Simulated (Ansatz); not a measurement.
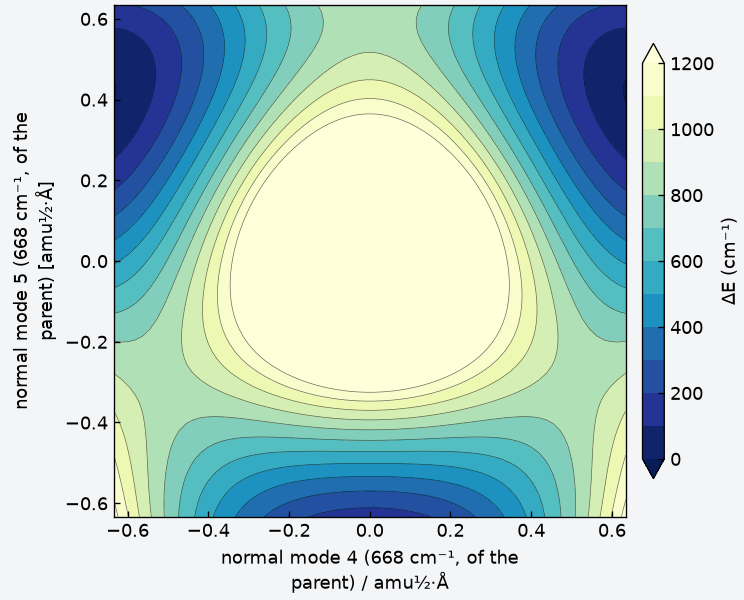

FH₃Sn, charge +1, spin multiplicity 2. First axis: normal mode 4 (668 cm⁻¹, of the parent). Second axis: normal mode 5 (668 cm⁻¹, of the parent). Nothing is relaxed (straight displacements along the two mass-weighted modes). Grid: 15 × 15 points; 120 points were computed and 105 follow by symmetry. Points are written as (first, second). Energies: cm⁻¹, counted from the lowest grid point. Near the degeneracy a single determinant is a rough description. This map comes from Ansatz, UKS PBE-D4/def2-TZVP.

In the figure: filled contours, one colour for all values above the top of the scale. Between grid points the surface is interpolated.

The lowest grid point is at (−0.634 amu½·Å, 0.453 amu½·Å). It lies at the edge of the scanned range, so the true minimum may lie outside. The energy also falls towards the edge at (0.000 amu½·Å, −0.634 amu½·Å) (153 cm⁻¹ above the lowest), where a further well may lie outside the range. The highest grid point, (0.000 amu½·Å, 0.000 amu½·Å), lies 2888 cm⁻¹ above the lowest.

The level of theory is changed to UKS PBE0-D4/def2-TZVP (Ansatz); with it change the reference geometry, relaxed at the new level.

Q: How does the landscape change?

A: The minimum (interpolated where it lies between grid points) moves from (−0.634 amu½·Å, 0.453 amu½·Å) to (−0.635 amu½·Å, 0.544 amu½·Å). The span from the lowest to the highest grid point grows from 2888 to 4155 cm⁻¹.

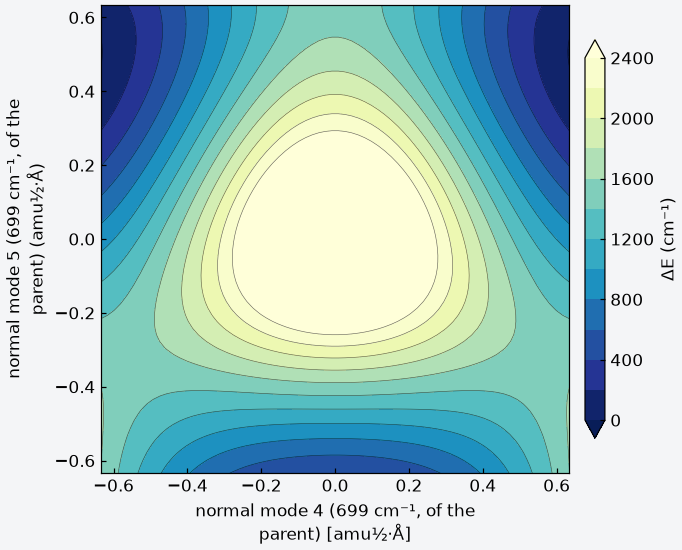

The map after the change, on a colour scale of its own. Drawn: filled contours, one colour for all values above the top of the scale. Between grid points the surface is interpolated.
